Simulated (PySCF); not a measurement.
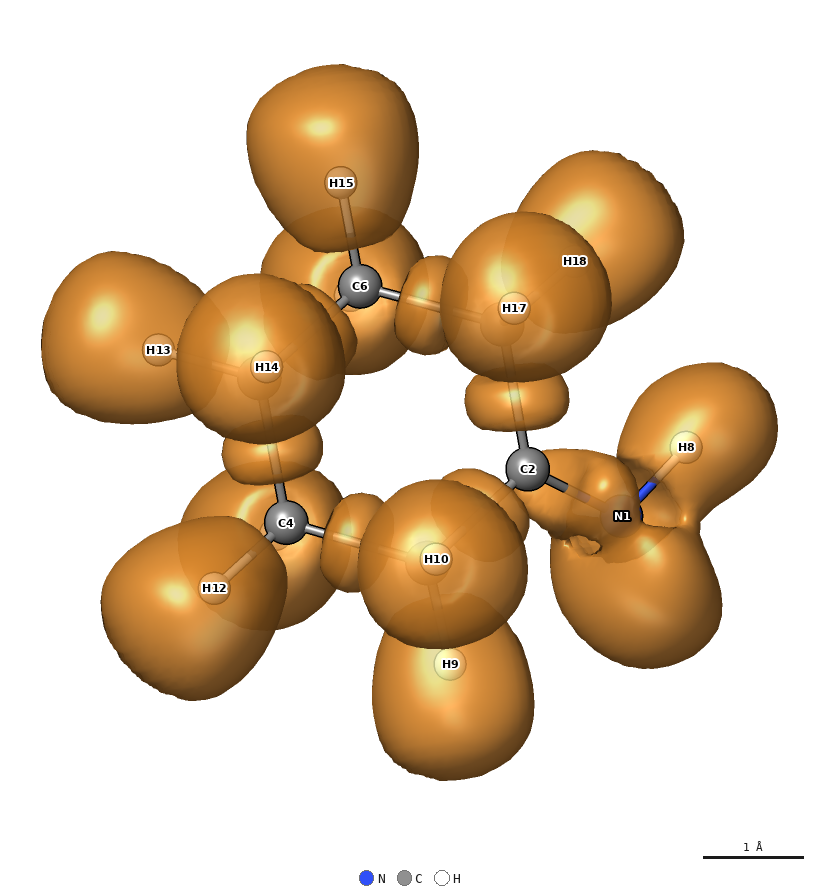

*C6H11N (SMILES N=C1CCCCC1). Isosurface of the electron localisation function at 0.75 (orange), seen at a tilt. Core shells and regions of very low density are left out.*

Geometry: GFN2-xTB.

Theory: PBE0/def2-SVPD, SCF density, gas phase (PySCF).

```yaml
atoms:
  - { symbol: N, position_ang: [2.2558, -1.1608, -0.1592] }
  - { symbol: C, position_ang: [1.1891, -0.6030, 0.2040] }
  - { symbol: C, position_ang: [-0.0490, -1.4353, 0.3540] }
  - { symbol: C, position_ang: [-1.1903, -0.8471, -0.4784] }
  - { symbol: C, position_ang: [-1.4260, 0.6129, -0.1057] }
  - { symbol: C, position_ang: [-0.1551, 1.4243, -0.3328] }
  - { symbol: C, position_ang: [0.9961, 0.8613, 0.5041] }
  - { symbol: H, position_ang: [3.0614, -0.5426, -0.2460] }
  - { symbol: H, position_ang: [0.1709, -2.4576, 0.0471] }
  - { symbol: H, position_ang: [-0.3389, -1.4429, 1.4082] }
  - { symbol: H, position_ang: [-0.9337, -0.9153, -1.5380] }
  - { symbol: H, position_ang: [-2.0985, -1.4304, -0.3154] }
  - { symbol: H, position_ang: [-2.2393, 1.0237, -0.7077] }
  - { symbol: H, position_ang: [-1.7187, 0.6798, 0.9453] }
  - { symbol: H, position_ang: [-0.3221, 2.4717, -0.0715] }
  - { symbol: H, position_ang: [0.1159, 1.3815, -1.3907] }
  - { symbol: H, position_ang: [0.7562, 0.9703, 1.5657] }
  - { symbol: H, position_ang: [1.9176, 1.4157, 0.3052] }
```

**Identify the bonds, lone pairs and shells in this picture.**

The ELF exceeds this value in six regions between bonded C–C atoms (shared pairs), ten regions around hydrogen nuclei and one joined region spread over several atoms (H, N), in which their bonds and any lone pairs are merged. Profiles from the grid: C–N (1.26 Å): the ELF peaks at about 0.90 between the atoms: a short, multiple covalent bond. C–C (1.50 Å): the ELF peaks at about 0.95 between the atoms; a shared electron pair.
